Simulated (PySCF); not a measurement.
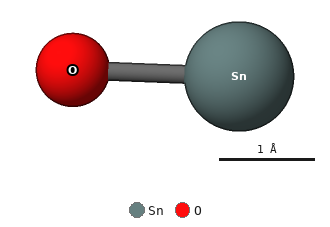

*The input geometry (ball-and-stick view, seen at a tilt). Sticks mark near contacts.*

Bond lengths as drawn: O–Sn 1.75 Å.

Single-point calculation, with input and output: SnO

- system: SnO
- method: RHF/sto-3g, mp2 (PySCF 2.14.0)

Some settings of this run were made unusual or wrong on purpose.

**Input file**
```python
from pyscf import gto, scf, mp

mol = gto.M(
    atom='Sn 0 0 0; O 0 0 1.755',
    basis='sto-3g',
    charge=0,
    spin=0,
    symmetry=True,
    verbose=3,
)
mf = scf.RHF(mol)
mf.conv_tol = 1e-16
mf.kernel()
mp.MP2(mf).kernel()
mf.dip_moment()
print('orbital energies (hartree):', mf.mo_energy[..., max(0, mol.nelec[1]-3):mol.nelec[0]+3].round(4))
```

Run as:
```bash
python input.py
```

**The program's output**
```
converged SCF energy = -6037.05424890678
E(RMP2) = -6037.21996108563  E_corr = -0.165712178850027
E(SCS-RMP2) = -6037.21302413209  E_corr = -0.158775225305013
Dipole moment(X, Y, Z, Debye):  0.00000,  0.00000, -1.71629
orbital energies (hartree): [-0.2582 -0.2582 -0.2221  0.2234  0.2234  0.5049]
```

**Outcome**

| quantity | value |
| --- | --- |
| outcome | converged |
| SCF energy | −6037.054249 hartree |
| dipole moment | 1.72 D |
| hardware | 1 CPU thread, shared host |
| wall time | 0.8 s |

Some settings of this run were drawn to be unusual or wrong. It converged; results that depend on the unusual settings are not reference values.
